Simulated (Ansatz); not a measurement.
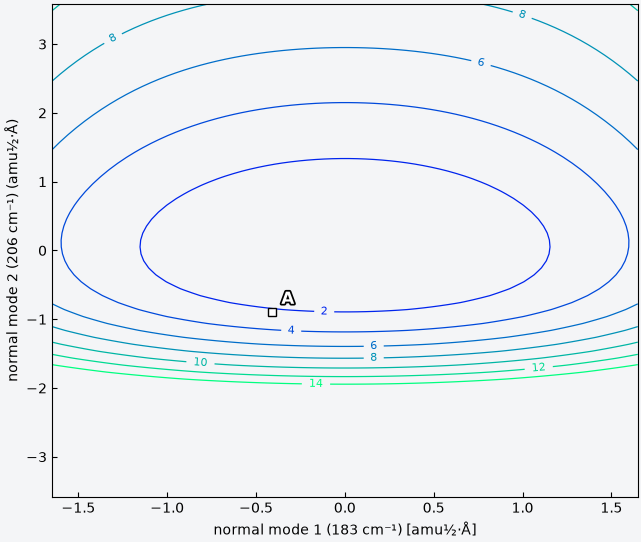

CHAlF₂Se, SMILES F[C]1(F)[AlH][Se]1. The first coordinate is: normal mode 1 (183 cm⁻¹); the second: normal mode 2 (206 cm⁻¹). Nothing is relaxed (straight displacements along the two mass-weighted modes). The grid has 9 × 9 points. Energies: kcal/mol, counted from the lowest grid point. Computed with RKS r2SCAN0-D4/def2-SVP (Ansatz 0.2.0).

Drawn: contour lines labelled in kcal/mol (none above 14), the point A. Between grid points the surface is interpolated.

Is A at rest? If not, where is it pushed?

A, at normal mode 1 (183 cm⁻¹) = −0.41 amu½·Å, normal mode 2 (206 cm⁻¹) = −0.90 amu½·Å, is not a stationary point. The computed force is 1.3 kcal/mol for each amu½·Å towards larger values of normal mode 1 (183 cm⁻¹) and 5.3 kcal/mol for each amu½·Å towards larger values of normal mode 2 (206 cm⁻¹).
